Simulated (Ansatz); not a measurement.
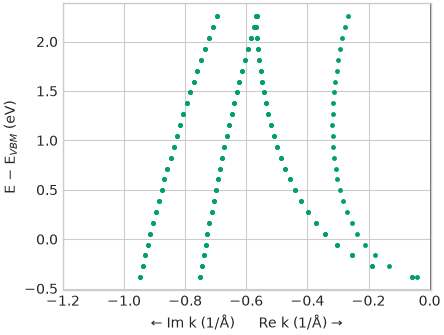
Fig. 1. Complex bands at the centre of the two-dimensional zone; Ansatz (a first-principles code) with PBEsol

No gap correction and no spin-orbit coupling; mid-gap values are interpolated between computed energies.

### Question
This is BaO (Fm-3m, rock salt, 2 atoms a cell, 21.7 Å³ an atom, -3 GPa at this level) along the normal of (111). Read off the slowest decay at the centre of the two-dimensional zone at 1.04 eV, the computed energy nearest the middle of the gap.

### Answer
κ ≈ 0.32 1/Å, a decay length 1/(2κ) of the density of 1.6 Å.
